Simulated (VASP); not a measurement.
Band structure of Ga2As4B2 (ordered alloy cell). Computed with PBEsol GGA, VASP's PBE PAW potentials (set 64) (plane waves; VASP).

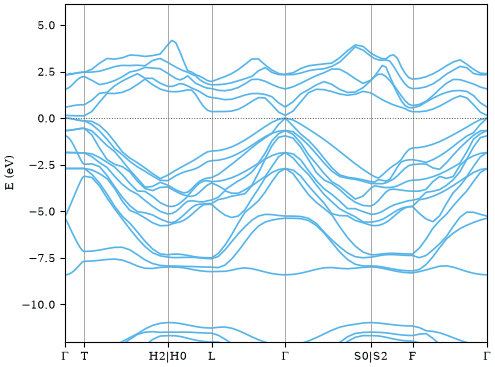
*Bands along high-symmetry lines, zero at the valence-band maximum or, without a gap, the Fermi level*

Q: Read the plot: is there a gap, and where are the band edges?

A: The gap is indirect, 0.12 eV, from the valence maximum at Γ to the conduction minimum at T. (Edges off the drawn lines would not show.)

The structure was generated: Ga2As4B2 was put into an ordered model structure (R3m), which need not be its known phase. It was relaxed first.
